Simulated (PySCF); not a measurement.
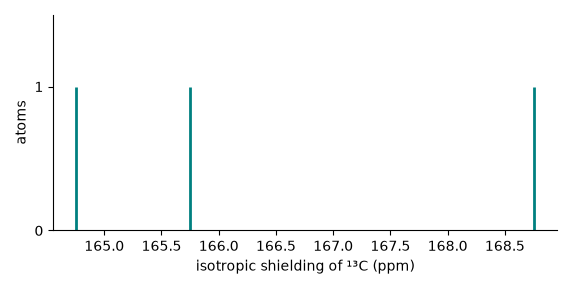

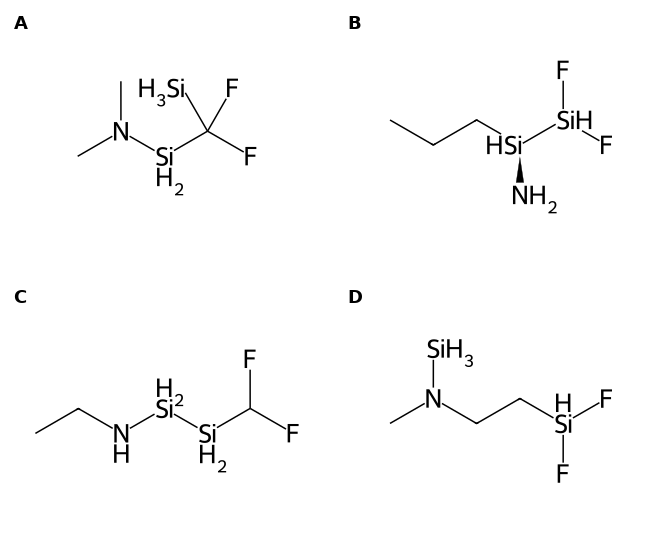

The sticks are computed shieldings of one of the molecules, for one fixed geometry (GFN2-xTB) without averaging over rotations. Low shielding means a high chemical shift. Method: GIAO PBE0/pcSseg-1 NMR shielding, non-relativistic, gas phase (PySCF 2.14.0).

> Match the spectrum to a structure.

B, `CCC[Si@H](N)[SiH](F)F`. Its 3 C atoms give lines at 164.8, 165.7, 168.8 ppm.

The geometry is semi-empirical. Around Si such bond lengths and angles can be off by a tenth of an ångström or more and by several degrees, and values that hang on the shape move with them.
